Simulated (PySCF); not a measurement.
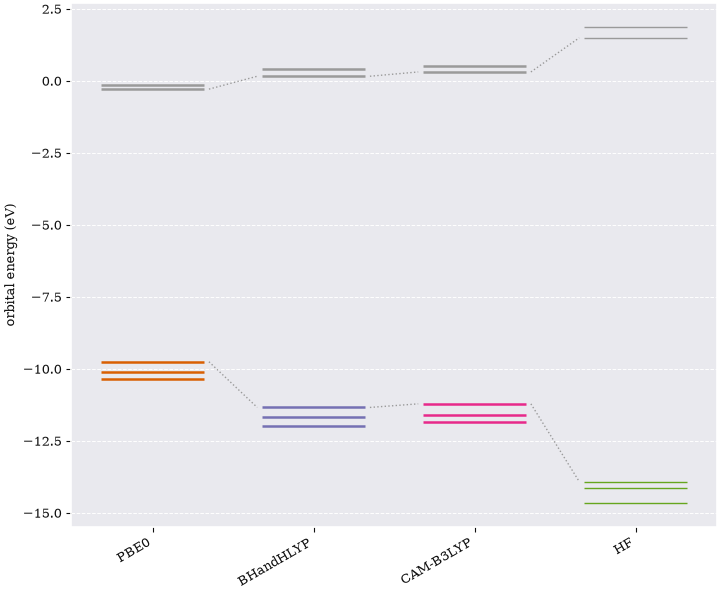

Frontier orbital energies of H₂SO₃, SMILES O=[SH](=O)O at one geometry, def2-SVPD, PySCF, at a PBE0-D3(BJ)/def2-SVP geometry (no frequency check). Empty levels are grey, levels within 0.1 eV stand side by side; all columns show the same few orbitals around the gap. Dotted lines join the HOMOs and the LUMOs.

How do the frontier levels move from column to column?

The separation grows from 9.47 eV (PBE0) to 15.41 eV (HF).

```
    level  HOMO (eV)  LUMO (eV)  separation (eV)
     PBE0      −9.75      −0.28             9.47
BHandHLYP     −11.34       0.16            11.50
CAM-B3LYP     −11.21       0.31            11.52
       HF     −13.91       1.50            15.41
```

Caveats, for all or some of the runs: empty levels above zero depend strongly on the basis.
